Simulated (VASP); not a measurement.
# SrIr2: structure and properties in VASP, part 3 of 5

What structure does SrIr2 take at this level, and what are its properties? The start is a cell from a database of measured crystal structures.

VASP 6.6.1; PBEsol; plane waves and PAW (Sr_sv, Ir).

So far. Step 3 (Second relaxation): It ends with forces that vanish by symmetry and a pressure of -0.02 GPa. The volume moved by under 0.01 %: the run met its threshold at the first step. Step 4 (Density, ELF and potential (PBEsol)): In this run the pressure is -0.02 GPa, small enough to go on. The relaxed cell has a = 7.649 Å (conventional setting).

The database entry behind the starting cell differs from later determinations by our own check (an axis about 1.2 % short against later determinations), so it need not match the best structure at ambient conditions.

## Step 5: Band structure (PBEsol)

The mesh alone shows little of the dispersion and can miss band extrema, so KPOINTS_OPT adds a path through the symmetry points after the self-consistent cycle.

Contents of INCAR:

```
SYSTEM = SrIr2
PREC = Accurate
ENCUT = 400
EDIFF = 1E-06
NELM = 100
ISMEAR = 1
SIGMA = 0.2
LREAL = .FALSE.
ALGO = Normal
GGA = PS
NBANDS = 44
LASPH = .TRUE.
LORBIT = 11
LWAVE = .FALSE.
LCHARG = .FALSE.
KPAR = 4
```

Contents of POSCAR:

```
SrIr2
1.0
    0.0000000000      3.8247348053      3.8247348053
    3.8247348053      0.0000000000      3.8247348053
    3.8247348053      3.8247348053      0.0000000000
Sr Ir
2 4
Direct
    0.0000000000      0.0000000000      0.0000000000
    0.2500000000      0.2500000000      0.2500000000
    0.6250000000      0.6250000000      0.6250000000
    0.1250000000      0.6250000000      0.6250000000
    0.6250000000      0.6250000000      0.1250000000
    0.6250000000      0.1250000000      0.6250000000
```

Contents of KPOINTS:

```
Automatic mesh
0
Gamma
5 5 5
0 0 0
```

Contents of KPOINTS_OPT:

```
Line mode
16
Line-mode
Reciprocal
  0.00000000   0.00000000   0.00000000 GAMMA
  0.50000000   0.00000000   0.50000000 X

  0.50000000   0.00000000   0.50000000 X
  0.50000000   0.25000000   0.75000000 W

  0.50000000   0.25000000   0.75000000 W
  0.37500000   0.37500000   0.75000000 K

  0.37500000   0.37500000   0.75000000 K
  0.00000000   0.00000000   0.00000000 GAMMA

  0.00000000   0.00000000   0.00000000 GAMMA
  0.50000000   0.50000000   0.50000000 L

  0.50000000   0.50000000   0.50000000 L
  0.62500000   0.25000000   0.62500000 U

  0.62500000   0.25000000   0.62500000 U
  0.50000000   0.25000000   0.75000000 W

  0.50000000   0.25000000   0.75000000 W
  0.50000000   0.50000000   0.50000000 L

  0.50000000   0.50000000   0.50000000 L
  0.37500000   0.37500000   0.75000000 K

  0.62500000   0.25000000   0.62500000 U
  0.50000000   0.00000000   0.50000000 X
```

The projector-augmented-wave data sets are Sr_sv and Ir (PBE family, release 64).

Command:

```bash
mpirun -np 4 vasp_std
```

The program printed:

```text
[... set-up lines as in an earlier step ...]
 entering main loop
       N       E                     dE             d eps       ncg     rms          rms(c)
DAV:   1     0.440500951752E+03    0.44050E+03   -0.21312E+04   880   0.101E+03
DAV:   2    -0.177383066942E+02   -0.45824E+03   -0.42505E+03   880   0.330E+02
DAV:   3    -0.467734484369E+02   -0.29035E+02   -0.27667E+02  1224   0.810E+01
DAV:   4    -0.485076328767E+02   -0.17342E+01   -0.17150E+01  1448   0.158E+01
DAV:   5    -0.485217370420E+02   -0.14104E-01   -0.14097E-01  1160   0.132E+00    0.619E+01
DAV:   6    -0.448435265819E+02    0.36782E+01   -0.15932E+01  1168   0.247E+01    0.147E+01
DAV:   7    -0.444172897115E+02    0.42624E+00   -0.16975E+00  1144   0.865E+00    0.110E+01
DAV:   8    -0.443273978104E+02    0.89892E-01   -0.15064E-01  1136   0.193E+00    0.460E+00
DAV:   9    -0.443181566891E+02    0.92411E-02   -0.27971E-02  1496   0.954E-01    0.714E-01
DAV:  10    -0.443178325927E+02    0.32410E-03   -0.17885E-03  1212   0.253E-01    0.180E-01
DAV:  11    -0.443178903255E+02   -0.57733E-04   -0.19844E-04  1204   0.717E-02    0.179E-01
DAV:  12    -0.443178765186E+02    0.13807E-04   -0.20692E-05  1256   0.264E-02    0.364E-02
DAV:  13    -0.443178765553E+02   -0.36683E-07   -0.11399E-06   712   0.627E-03
   1 F= -.44317877E+02 E0= -.44314782E+02  d E =-.928510E-02
 Start KPOINTS_OPT (optional k-point list driver)
k-point batch [1-10\160]
       N       E                     dE             ncg
DAV:   1     0.394651172111E+04    0.83594E+03      880
DAV:   2    -0.580158954954E+03   -0.45267E+04      888
DAV:   3    -0.854633538569E+03   -0.27447E+03     1216
DAV:   4    -0.867219505054E+03   -0.12586E+02     1400
DAV:   5    -0.867475047182E+03   -0.25554E+00     1272
DAV:   6    -0.867479461435E+03   -0.44143E-02     1288
DAV:   7    -0.867479580031E+03   -0.11860E-03     1320
DAV:   8    -0.867479582466E+03   -0.24346E-05     1032
DAV:   9    -0.867479582637E+03   -0.17176E-06      744
[...]
k-point batch [151-160\160]
       N       E                     dE             ncg
DAV:   1     0.396796738959E+04   -0.96231E+04      880
DAV:   2    -0.694542448830E+03   -0.46625E+04      892
DAV:   3    -0.960111338868E+03   -0.26557E+03     1216
DAV:   4    -0.974266864959E+03   -0.14156E+02     1512
DAV:   5    -0.974362723073E+03   -0.95858E-01     1108
DAV:   6    -0.974364254371E+03   -0.15313E-02     1224
DAV:   7    -0.974364322599E+03   -0.68228E-04     1260
DAV:   8    -0.974364323927E+03   -0.13278E-05     1040
DAV:   9    -0.974364324025E+03   -0.97658E-07      692
```

It took 65 s on 4 MPI ranks of Intel Xeon Platinum 8375C at 2.90GHz (Ice Lake), shared host; peak memory 0.96 GiB; 4.3 min of CPU time.

OUTCAR, selected parts (step 5):

```text
   k-points           NKPTS =     10   k-points in BZ     NKDIM =     10   number of bands    NBANDS=     44

   NELECT =      56.0000    total number of electrons

 E-fermi :   6.0616

 k-point     1 :       0.0000    0.0000    0.0000
  band No.  band energies     occupation
    ...
     22       5.8025      2.06952
     23       5.8025      2.06952
     24       5.8025      2.06952
     25       5.8825      2.02117
     26       5.8825      2.02117
     27       6.8938     -0.00000
     28       6.8938     -0.00000
     29       7.3252     -0.00000
     30       7.4546     -0.00000
     31       7.4546     -0.00000
    ...

  Total       -0.0149941     -0.0149941     -0.0149941     -0.0000000     -0.0000000      0.0000000
  in kB       -0.2146822     -0.2146822     -0.2146822     -0.0000000     -0.0000000      0.0000000
  external PRESSURE =      -0.2146822 kB  Pullay stress =       0.0000000 kB

 POSITION                                       TOTAL-FORCE (eV/Angst)
 -----------------------------------------------------------------------------------
      0.00000      0.00000      0.00000         0.000000      0.000000      0.000000
      1.91237      1.91237      1.91237        -0.000000     -0.000000     -0.000000
      4.78092      4.78092      4.78092         0.000000      0.000000      0.000000
      4.78092      2.86855      2.86855         0.000000      0.000000      0.000000
      2.86855      2.86855      4.78092        -0.000000      0.000000      0.000000
      2.86855      4.78092      2.86855         0.000000      0.000000      0.000000
 -----------------------------------------------------------------------------------
    total drift:                                0.000000      0.000000      0.000000

  FREE ENERGIE OF THE ION-ELECTRON SYSTEM (eV)
  ---------------------------------------------------
  free  energy   TOTEN  =       -44.3178765553 eV

  energy  without entropy=      -44.3085914555  energy(sigma->0) =      -44.31478152

[... 8 parts as in an earlier step ...]

[... 8 further parts left out ...]
```

Spin-orbit coupling is off here; with elements this heavy it splits and shifts levels by tenths of an eV or more.

Numbers from this step:

```yaml
bands: 44
fermi_energy: 6.062 eV
pressure: -0.02147 GPa
```

Electronic bands along the path, in eV, zero at the Fermi level; # counts the bands kept, so #1 is VASP's band 9:

| point | #17 | #18 | #19 | #20 | #21 | #22 | #23 | #24 |
| --- | --- | --- | --- | --- | --- | --- | --- | --- |
| Γ | -0.18 | -0.18 | 0.83 | 0.83 | 1.26 | 1.39 | 1.39 | 1.39 |
| X | -1.60 | -1.60 | -0.29 | -0.29 | -0.17 | -0.17 | 1.91 | 1.91 |
| W | -0.84 | -0.84 | -0.81 | -0.81 | 0.30 | 0.30 | 1.61 | 1.61 |
| K | -1.38 | -1.08 | -0.72 | -0.58 | -0.01 | 0.31 | 1.34 | 2.36 |
| Γ | -0.18 | -0.18 | 0.83 | 0.83 | 1.26 | 1.39 | 1.39 | 1.39 |
| L | -0.41 | -0.41 | -0.37 | 0.03 | 0.03 | 1.92 | 2.33 | 2.59 |
| U | -1.38 | -1.08 | -0.72 | -0.58 | -0.01 | 0.31 | 1.34 | 2.36 |
| W | -0.84 | -0.84 | -0.81 | -0.81 | 0.30 | 0.30 | 1.61 | 1.61 |
| L | -0.41 | -0.41 | -0.37 | 0.03 | 0.03 | 1.92 | 2.33 | 2.59 |
| K | -1.38 | -1.08 | -0.72 | -0.58 | -0.01 | 0.31 | 1.34 | 2.36 |
| jump to U | -1.38 | -1.08 | -0.72 | -0.58 | -0.01 | 0.31 | 1.34 | 2.36 |
| X | -1.60 | -1.60 | -0.29 | -0.29 | -0.17 | -0.17 | 1.91 | 1.91 |

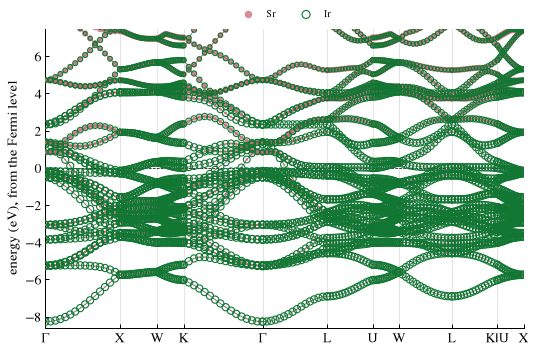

Electronic bands along the path; dots are coloured as in the legend, and their area grows with the weight.

There is no gap at this level.

## Step 6: Total and projected DOS (PBEsol)

A density of states needs more k-points than a total energy; ISMEAR = -5 takes tetrahedra, and LORBIT projects the states on the PAW spheres. The mesh is finer than in the run before.

Changes to INCAR since step 5:

```diff
@@ -5,3 +5,3 @@
 NELM = 100
-ISMEAR = 1
+ISMEAR = -5
 SIGMA = 0.2
@@ -16 +16,2 @@
 KPAR = 4
+NEDOS = 2001
```

POSCAR is that of step 5.

Contents of KPOINTS:

```
Automatic mesh
0
Gamma
7 7 7
0 0 0
```

Command:

```bash
mpirun -np 4 vasp_std
```

The program printed:

```text
[... set-up lines as in an earlier step ...]
 entering main loop
       N       E                     dE             d eps       ncg     rms          rms(c)
DAV:   1     0.428520887769E+03    0.42852E+03   -0.21482E+04  1760   0.102E+03
DAV:   2    -0.190820123893E+02   -0.44760E+03   -0.41580E+03  1764   0.329E+02
DAV:   3    -0.468176101553E+02   -0.27736E+02   -0.26495E+02  2456   0.790E+01
DAV:   4    -0.485009150629E+02   -0.16833E+01   -0.16629E+01  2880   0.154E+01
DAV:   5    -0.485185122026E+02   -0.17597E-01   -0.17611E-01  2372   0.143E+00    0.619E+01
DAV:   6    -0.448345958434E+02    0.36839E+01   -0.15762E+01  2332   0.246E+01    0.149E+01
DAV:   7    -0.444263088053E+02    0.40829E+00   -0.15726E+00  2296   0.841E+00    0.108E+01
DAV:   8    -0.443436503743E+02    0.82658E-01   -0.14462E-01  2320   0.183E+00    0.455E+00
DAV:   9    -0.443349527075E+02    0.86977E-02   -0.28478E-02  2944   0.975E-01    0.655E-01
DAV:  10    -0.443345578003E+02    0.39491E-03   -0.19161E-03  2424   0.262E-01    0.184E-01
DAV:  11    -0.443346115824E+02   -0.53782E-04   -0.20469E-04  2300   0.728E-02    0.187E-01
DAV:  12    -0.443345969004E+02    0.14682E-04   -0.23385E-05  2536   0.289E-02    0.419E-02
DAV:  13    -0.443345956583E+02    0.12421E-05   -0.14585E-06  1512   0.695E-03    0.157E-02
DAV:  14    -0.443345945946E+02    0.10637E-05   -0.18618E-07  1128   0.247E-03    0.420E-03
DAV:  15    -0.443345944195E+02    0.17509E-06   -0.70454E-08  1112   0.139E-03
   1 F= -.44334594E+02 E0= -.44334594E+02  d E =0.000000E+00
 -----------------------------------------------------------------------------
|                                                                             |
|           W    W    AA    RRRRR   N    N  II  N    N   GGGG   !!!           |
|           W    W   A  A   R    R  NN   N  II  NN   N  G    G  !!!           |
|           W    W  A    A  R    R  N N  N  II  N N  N  G       !!!           |
|           W WW W  AAAAAA  RRRRR   N  N N  II  N  N N  G  GGG   !            |
|           WW  WW  A    A  R   R   N   NN  II  N   NN  G    G                |
|           W    W  A    A  R    R  N    N  II  N    N   GGGG   !!!           |
|                                                                             |
|     Tetrahedron method does not include variations of the Fermi             |
|     occupations, so forces and stress will be inaccurate. We suggest        |
|     using a different smearing scheme ISMEAR = 1 or 2 for metals in         |
|     relaxations.                                                            |
|                                                                             |
 -----------------------------------------------------------------------------
```

The job ended after 17 s (4 MPI ranks; peak memory 0.92 GiB).

Parts of OUTCAR (step 6):

```text
   k-points           NKPTS =     20   k-points in BZ     NKDIM =     20   number of bands    NBANDS=     44

   NELECT =      56.0000    total number of electrons

 E-fermi :   6.0810

 k-point     1 :       0.0000    0.0000    0.0000
  band No.  band energies     occupation
    ...
     22       5.7999      2.00000
     23       5.7999      2.00000
     24       5.7999      2.00000
     25       5.8783      2.00000
     26       5.8783      2.00000
     27       6.8986      0.00000
     28       6.8986      0.00000
     29       7.3078      0.00000
     30       7.4553      0.00000
     31       7.4553      0.00000
    ...

  Total       -0.0757992     -0.0757992     -0.0757992      0.0000000      0.0000000      0.0000000
  in kB       -1.0852792     -1.0852792     -1.0852792      0.0000000      0.0000000      0.0000000
  external PRESSURE =      -1.0852792 kB  Pullay stress =       0.0000000 kB

 POSITION                                       TOTAL-FORCE (eV/Angst)
 -----------------------------------------------------------------------------------
      0.00000      0.00000      0.00000        -0.000000     -0.000000     -0.000000
      1.91237      1.91237      1.91237         0.000000      0.000000      0.000000
      4.78092      4.78092      4.78092        -0.000000      0.000000      0.000000
      4.78092      2.86855      2.86855        -0.000000      0.000000      0.000000
      2.86855      2.86855      4.78092        -0.000000      0.000000      0.000000
      2.86855      4.78092      2.86855        -0.000000      0.000000      0.000000
 -----------------------------------------------------------------------------------
    total drift:                                0.000000      0.000000      0.000000

  FREE ENERGIE OF THE ION-ELECTRON SYSTEM (eV)
  ---------------------------------------------------
  free  energy   TOTEN  =       -44.3345944195 eV

  energy  without entropy=      -44.3345944195  energy(sigma->0) =      -44.33459442

[... 7 parts as in an earlier step ...]

[... 9 further parts left out ...]
```

With tetrahedra the forces and stress of a metal are not exact derivatives of the energy.

Numbers from this step:

```yaml
scf_cycles: 15
irreducible_k_points: 20
free_energy_toten: -44.33 eV
fermi_energy: 6.081 eV
pressure: -0.1085 GPa
dos_at_the_fermi_level: 9.906 states/eV/cell
```

The density of states has structure finer than the step of the table below, so its rows give means over 1 eV, whole bins alone (the curve runs from -12.0 to 2.26 eV). Peaks (eV: height): total -3.6: 12.6, -3.3: 12.9, -2.9: 13.5, -0.5: 15.1; Ir d -3.3: 9.55, -2.9: 9.72, -0.5: 12.7, 0.0: 9.82; Ir p -2.1: 0.803, -1.7: 0.66, 1.3: 1.30, 2.2: 0.931; Ir s -6.9: 0.691, -5.0: 1.06, -4.0: 0.672, -3.6: 0.669; Sr d -2.9: 0.276, -2.1: 0.265, 1.3: 0.384, 2.2: 0.406.

States under -12.0 eV and over 2.3 eV are left out. Table of density of states by energy, zero at the Fermi level; means over each step; values in states/eV/cell:

| energy (eV) | total | Ir d | Ir p | Ir s | Sr d | Sr p |
| --- | --- | --- | --- | --- | --- | --- |
| -9 | 0 | 0 | 0 | 0 | 0 | 0 |
| -8 | 0.247 | 0.0716 | 0.00675 | 0.129 | 9.4e-5 | 0.00233 |
| -7 | 1.12 | 0.387 | 0.0674 | 0.509 | 0.00337 | 0.0184 |
| -6 | 0.671 | 0.240 | 0.0568 | 0.277 | 0.00456 | 0.0108 |
| -5 | 3.57 | 2.14 | 0.149 | 0.672 | 0.0481 | 0.0241 |
| -4 | 6.73 | 4.74 | 0.271 | 0.472 | 0.0739 | 0.0705 |
| -3 | 8.55 | 6.21 | 0.388 | 0.293 | 0.160 | 0.130 |
| -2 | 7.61 | 5.20 | 0.538 | 0.294 | 0.183 | 0.125 |
| -1 | 7.89 | 5.93 | 0.409 | 0.216 | 0.175 | 0.101 |
| 0 | 5.67 | 4.81 | 0.263 | 0.0417 | 0.0768 | 0.0156 |
| 1 | 3.48 | 2.00 | 0.557 | 0.0524 | 0.164 | 0.0369 |

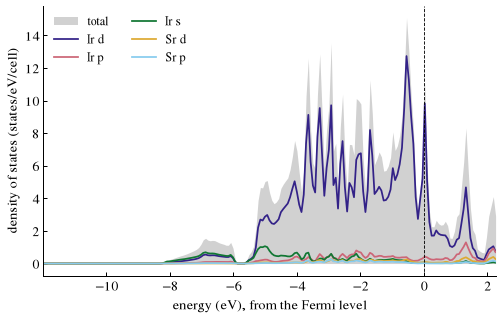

Density of states, plotted against energy.

The finer mesh and the other smearing move the Fermi level by +0.02 eV from the 5×5×5 run, a small shift, which tests the Fermi level alone. Of the states within 0.3 eV of the Fermi level, the largest shares in the PAW spheres are Ir d 85 % and Ir p 5 %. The rest lies in smaller channels or between the spheres.

(Continued in part 4 of 5.)

[Lines on the potential files, build, host, timing and source positions are cut from VASP's logs without a mark.]

[Logs are printed without paths, hosts, clocks, repeated set-up lines and the standing remarks that a program may print on its own settings, such as how far it seeks lower states.]

[Hosts, paths, dates, database ids (printed as entryN), source tags and the programs' standing remarks are cut or masked in the printed files.]

[A measured line is paired with the nearest computed mode of its activity, which favours agreement.]
